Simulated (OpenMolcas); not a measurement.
# How methods differ on AlCNClOF (SMILES O=C=[N][Al]([F])[Cl])

AlCNClOF: 6 atoms, total charge 0, spin state singlet. As SMILES, `O=C=[N][Al]([F])[Cl]`. The coordinates come from a PBE0-D4/def2-TZVP relaxation. This is one conformer, not always the lowest.

```
atom    x (Å)    y (Å)    z (Å)
   O  -1.7260  -0.3013   2.3539
   C  -1.0345  -0.2447   1.4216
   N  -0.3214  -0.1963   0.4618
  Al   0.6948   0.0331  -0.9334
   F   1.3792  -1.2682  -1.6424
  Cl   1.0500   1.9134  -1.7078
```

Each level gives the dipole moment (D). The values are calculated.

| level | kind | program | value (D) | CPU time |
| --- | --- | --- | --- | --- |
| HF/cc-pVDZ | Hartree–Fock | OpenMolcas | 0.59 | 14 s |
| SVWN5/cc-pVDZ | LDA | OpenMolcas | 0.46 | 32 s |
| BLYP/cc-pVDZ | GGA | OpenMolcas | 0.43 | 41 s |
| PBE/cc-pVDZ | GGA | OpenMolcas | 0.42 | 44 s |
| revPBE/cc-pVDZ | GGA | OpenMolcas | 0.40 | 40 s |
| TPSS/cc-pVDZ | meta-GGA | OpenMolcas | 0.38 | 57 s |
| B3LYP/cc-pVDZ | global hybrid | OpenMolcas | 0.48 | 40 s |
| M06-2X/cc-pVDZ | hybrid meta-GGA | OpenMolcas | 0.52 | 52 s |

The values span 0.38 to 0.59 D. Magnitudes only. Times are those of the runs behind each value, whatever else they computed, on shared processors of several kinds: orders of magnitude only.

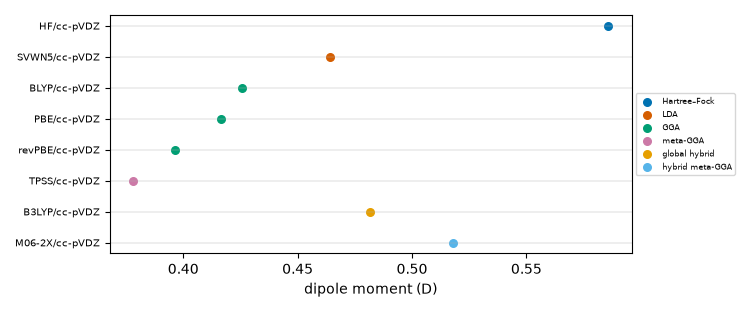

The values of the table, level by level.
